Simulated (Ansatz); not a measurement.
**Geometry relaxation of Ga₃N (part 2 of 2)**

Ga₃N (4 atoms in the cell); DFT PBE, scalar-relativistic, plane waves, PAW, no spin polarisation (Ansatz 0.2.0); cutoff 420 eV, 10×10×1 k-mesh, Gaussian smearing of 0.1 eV. The structure was made by a generator, so it may or may not be a known phase.

Geometry of the input (Å; fractional positions):
```
4.7922  0.0000  0.0000
0.0000  4.7922  0.0000
0.0000  0.0000  23.8000
Ga 0.0000  0.5000  0.2941
Ga 0.5000  0.0000  0.2941
Ga 0.5000  0.5000  0.2941
N  0.0000  0.0000  0.2941
```

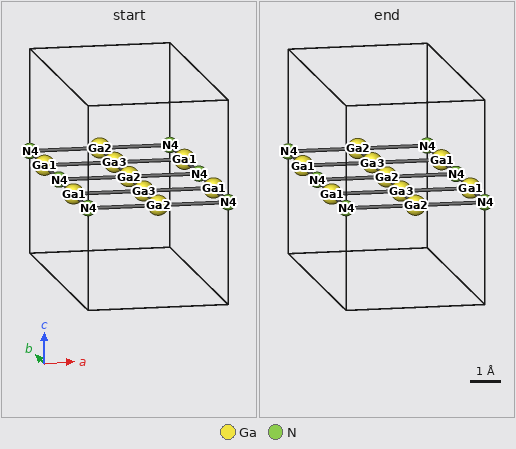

*Before (left) and after (right) the relaxation, at one scale (ball-and-stick view of the 1 × 2 repeat of the cell, with the vacuum cut short, seen slightly off an axis).*

No atom moves by more than 0.005 Å relative to the cell. In the plane the drawn cell goes a 4.792 → 4.750 Å (−0.9 %), b 9.584 → 9.500 Å (−0.9 %). Among the contacts that change: Ga1–N4 2.396 → 2.375 Å, Ga1–Ga3 2.396 → 2.375 Å. After 2 geometry steps the energy has fallen by 2.2 meV per atom. All forces vanish by symmetry, so only the cell relaxes. A last SCF at the same geometry on a re-selected plane-wave basis shifts the energy by +0.3 meV per atom. (Atoms are counted from 1 in the order of the input.)

```
basis re-selected at this cell: Δ(F+E_penalty+E_count) = +1.146e-3 eV, ΔP = -0.007 N/m vs the last step (what re-selecting the basis moved, of the pressure what is left beyond the Pulay correction that the steps carried, after the strain that the cell walked since its last selection, with what the two solves' SCF thresholds leave and, on support functions, any second-order correction that the steps lacked; it is no measure of the basis error at this ecutwfc). The dense FFT grid was sized anew with the basis: this SCF ran on 32×32×160 points, the steps before it on 36×36×160, so part of this shift can come from that change (see relax.cell in the input reference). This SCF's stress stands 2.50e-3 N/m from its target on what of the cell is left free (relax.cell.stress_2d_tol is 2.00e-2 N/m) and its largest allowed force component is 2.13e-29 eV/Å (relax.f_tol is 1.00e-2 eV/Å): within both
SCF converged after 8 iterations
Free energy (F): -11728.571556 eV
Harris-Foulkes:  -11728.571556 eV  (|F-HF|=3.82e-11)
Internal energy: -11728.552105 eV  (E = F + TS)
E sigma→0 (E₀):  -11728.561831 eV
Entropy (-TS):   -0.019452 eV (-4.863 meV/atom)
Fermi energy:    -4.284014 eV
--- Per-component energies (eV) ---
  E_band       = -702.185446
  E_kinetic    = 465.688334
  E_local      = -47684.874063  (includes V_loc(G=0)·N_el)
  E_nonlocal   = 1312.710813
  E_hartree    = 23341.395273
  E_xc         = -264.681799
  E_vxc        = -245.824575  (∫ρ·V_xc dr)
  E_paw        = -6081.516735  (= ΣΔE_a)
  E_vpaw       = -1232.676249  (= ΣTr[D̂ρ^β])
  E_aug_tail   = -0.000297  (compensation charges beyond the density's cutoff)
  E_ewald      = 17182.726369
  E_smearing   = -0.019452  (= −TS)
  E_closure    = -0.000000  (closes the sum)
  Σ components = -11728.571556   (vs F -11728.571556, Δ=0.00e0)
--- Forces (eV/Å), atoms counted from 1 ---
  atom   1  Ga     0.00000000     0.00000000     0.00000000
  atom   2  Ga    -0.00000000     0.00000000     0.00000000
  atom   3  Ga     0.00000000     0.00000000     0.00000000
  atom   4  N      0.00000000     0.00000000     0.00000000
  max |Σ_I F_I| component: 1.58e-29 eV/Å
--- 2D stress c σ (N/m, compression-positive) ---
        0.002503       0.000000       0.000000
        0.000000       0.002503       0.000000
        0.000000       0.000000       0.000000
  P = ½ c Tr σ = 0.0025 N/m
--- Band table (eV; the first three rows and the last of 21) ---
  k-point 0: bands = ["-19.8756", "-19.7129", "-19.5202", "-19.4754", "-19.4754", "-19.2490", "-18.9919", "-18.9871", "-18.9871", "-18.9388", "-18.9332", "-18.9332", "-18.8801", "-18.7862", "-18.5707", "-17.0347", "-11.9602", "-8.0184", "-8.0184", "-7.2515", "-6.6277", "-4.3494", "-4.3494", "-3.7345", "-2.3645", "-0.8337", "-0.5883"]
  k-point 1: bands = ["-19.8635", "-19.7004", "-19.5123", "-19.4751", "-19.4658", "-19.2375", "-18.9941", "-18.9876", "-18.9873", "-18.9446", "-18.9440", "-18.9332", "-18.8846", "-18.7918", "-18.5872", "-17.0273", "-12.0248", "-8.4582", "-7.9617", "-6.6053", "-6.5700", "-4.7723", "-4.4682", "-3.7662", "-1.8137 (-1.8137°)", "-0.7728", "-0.7429"]
  k-point 2: bands = ["-19.8382", "-19.6552", "-19.4905", "-19.4744", "-19.4386", "-19.2062", "-19.0026", "-18.9905", "-18.9879", "-18.9727", "-18.9636", "-18.9334", "-18.8993", "-18.8045", "-18.6306", "-17.0070", "-12.2021", "-8.9117", "-7.7971", "-6.4017", "-5.7160", "-5.3068", "-4.7875", "-3.8841", "-1.1584 (-1.1584°)", "-0.8957", "-0.3301"]
  k-point 20: bands = ["-19.4166", "-19.3878", "-19.3355", "-19.3355", "-19.3090", "-19.1609", "-19.1609", "-19.1093", "-19.0613", "-19.0121", "-18.9987", "-18.9987", "-18.9724", "-18.9455", "-18.9455", "-16.9358", "-11.3350", "-10.8960", "-10.8960", "-5.2235", "-3.6496", "-3.6496", "-3.1104", "-2.5867", "-2.5867", "-1.0757", "1.5155"]
  ° read free of the cell's end (the report's vacuum.weakly_bound_levels)
--- Relaxed structure (3 steps of the walk, 3 accepted, 1 SCFs on fresh bases) ---
  F+E_penalty+E_count = -11728.57155642 eV   max|allowed force component| = 2.130e-29 eV/Å   (the final SCF, on the basis selected at the relaxed cell)
  cell:  # Å, volume = 537.0259 Å³
    - [4.7501696703579785, 0.0, 0.0]
    - [0.0, 4.7501696703579785, 0.0]
    - [0.0, 0.0, 23.8]
  atoms:
    - { symbol: Ga, position: [-7.553458738344021e-37, 0.5, 0.29411764710000005] }
    - { symbol: Ga, position: [0.5, 1.9623355365009216e-38, 0.29411764710000005] }
    - { symbol: Ga, position: [0.5, 0.5, 0.29411764710000005] }
    - { symbol: N, position: [7.752758441063222e-37, -1.3736348750937532e-37, 0.29411764710000005] }
```

## Trajectory as extended XYZ (Å, eV, eV/Å), 4 frames, from step=1 to step=4
```
4
Lattice="4.7922 0.0000 0.0000 0.0000 4.7922 0.0000 0.0000 0.0000 23.8000" Properties=species:S:1:pos:R:3:forces:R:3 step=1 energy=-11728.56384
Ga    0.0000    2.3961    7.0000    0.0000   0.0000   0.0000
Ga    2.3961    0.0000    7.0000    0.0000   0.0000   0.0000
Ga    2.3961    2.3961    7.0000    0.0000   0.0000   0.0000
N     0.0000    0.0000    7.0000    0.0000   0.0000   0.0000
4
Lattice="4.7727 0.0000 0.0000 0.0000 4.7727 0.0000 0.0000 0.0000 23.8000" Properties=species:S:1:pos:R:3:forces:R:3 step=2 energy=-11728.56989
Ga    0.0000    2.3863    7.0000    0.0000   0.0000   0.0000
Ga    2.3863    0.0000    7.0000    0.0000   0.0000   0.0000
Ga    2.3863    2.3863    7.0000    0.0000   0.0000   0.0000
N     0.0000    0.0000    7.0000    0.0000   0.0000   0.0000
4
Lattice="4.7502 0.0000 0.0000 0.0000 4.7502 0.0000 0.0000 0.0000 23.8000" Properties=species:S:1:pos:R:3:forces:R:3 step=3 energy=-11728.57270
Ga    0.0000    2.3751    7.0000    0.0000   0.0000   0.0000
Ga    2.3751    0.0000    7.0000    0.0000   0.0000   0.0000
Ga    2.3751    2.3751    7.0000    0.0000   0.0000   0.0000
N     0.0000    0.0000    7.0000    0.0000   0.0000   0.0000
4
Lattice="4.7502 0.0000 0.0000 0.0000 4.7502 0.0000 0.0000 0.0000 23.8000" Properties=species:S:1:pos:R:3:forces:R:3 step=4 energy=-11728.57156
Ga    0.0000    2.3751    7.0000    0.0000   0.0000   0.0000
Ga    2.3751    0.0000    7.0000    0.0000   0.0000   0.0000
Ga    2.3751    2.3751    7.0000    0.0000   0.0000   0.0000
N     0.0000    0.0000    7.0000    0.0000   0.0000   0.0000
```

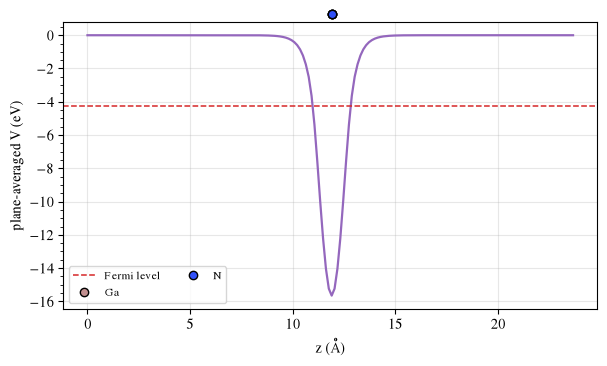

*Plane average of the electrostatic potential energy of an electron across the slab. Circles mark the heights of the atoms.*

The potential is flat in the vacuum, 4.28 eV above the Fermi level; this is the work function, the same on both faces. The outermost nuclei are 0.0 Å apart, in 1 atomic plane; the vacuum between periodic images is 23.8 Å wide. Core electrons are frozen (PAW), so the fields are smoothed inside the atomic spheres.

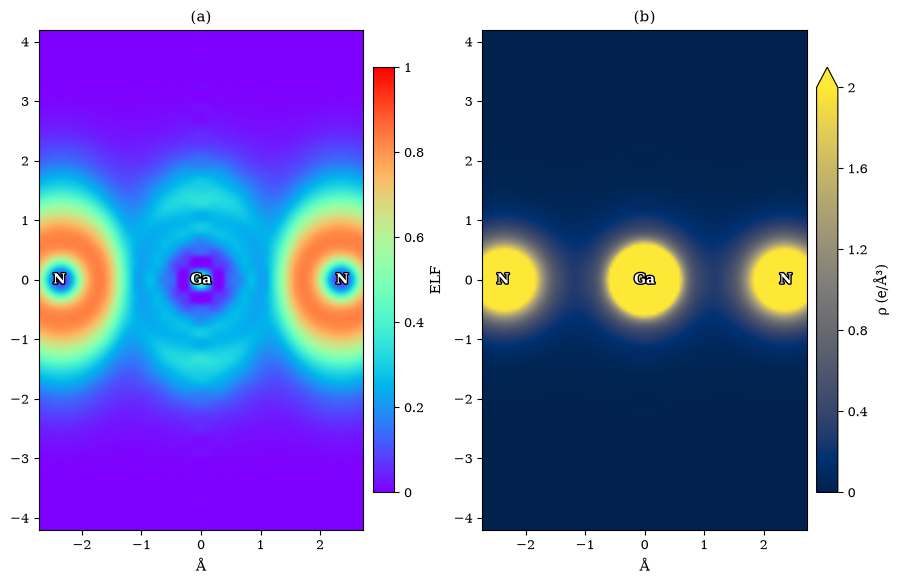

*(a) electron localisation function; (b) valence charge density (pseudo) on the (100) plane of the calculation cell, a cut from vacuum to vacuum.*

Atoms in the plane: Ga and N. Ga–N (2.38 Å): the density is about 0.3 e/Å³ at the midpoint; the ELF peaks at about 0.85 in the valence shell of N, 0.7 Å from its nucleus, and drops to about 0.20 between the two atoms; a polar contact without a shared pair, in a metal. The density dies away to nearly zero in the vacuum. The strong features right at Ga lie inside the PAW spheres (semicore, d or f shells) and say nothing about bonding.

## Key numbers

```csv
quantity,value
outcome,converged
electrons treated,44
free energy,−11728.5716 eV
Fermi energy,−4.284 eV
gap on the k-point mesh,none (metallic)
final volume,537.03 Å³
largest force (length of the vector) at the end,under 0.001 eV/Å
wall time,1.7 min
peak memory,0.73 GiB
```
